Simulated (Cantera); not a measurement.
Input: 1 mol Cr, 0.89 mol N2, at 66.0 mbar.

Method: chemical equilibrium by Gibbs-energy minimisation in Cantera with the NASA 1993 tables (ideal gas, pure condensed phases). Candidate condensed phases: Cr, CrN, Cr2N; 4 gas species. Rates play no part.

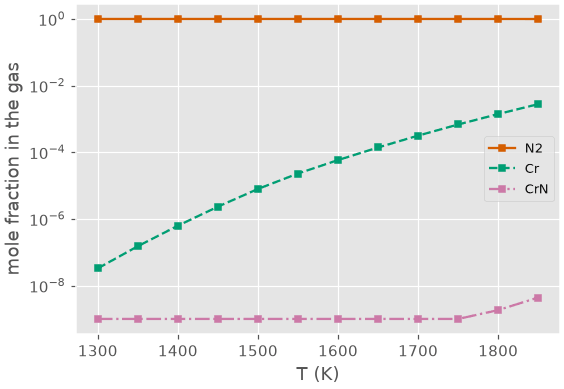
Figure. Equilibrium gas composition (values under 1e-9 drawn at 1e-9)

From 1300 K to 1500 K the condensed part is Cr2N(s). From 1550 K to 1850 K the condensed part is Cr(s). The main Cr-bearing gas is Cr throughout.
